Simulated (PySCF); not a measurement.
# GeS (Germanium monosulfide): the cost of one run

The runs use PySCF 2.14.0, with density-fitted response routines of our own; the level of theory stands in each step. All values are computed, except where a source is named. Atoms are numbered from 0 throughout.

## Step 1: The molecule as given

2 atoms, charge 0, multiplicity 1; geometry from: GFN2-xTB. The atoms were then displaced at random by about 0.03 Å, so the start is not that level's minimum.

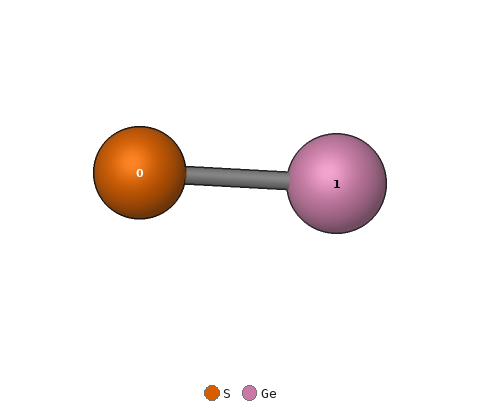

The starting geometry (sulfur orange, germanium pink), atoms numbered.

## Step 2: Optimising the geometry at PBE0-D3(BJ)/def2-SVP

What the job is given:

```
{"job": {"xc": "PBE0", "basis": "def2-SVP", "d3": "d3bj", "grid": 1, "shake": 0.03, "kind": "geom"}, "charge": 0, "multiplicity": 1}
S      1.081740    -0.083960     0.008670
Ge    -1.032020    -0.003750    -0.030900
```

Launch:

```bash
OMP_NUM_THREADS=1 python probes_run.py task.json out
```

The driver reads the jobs from task.json and runs them one after another.

Q: Estimate the wall time and peak memory of this first job on 1 thread of Arm Neoverse V1, shared host.

About 2.2 s, with a peak of 0.24 GiB.
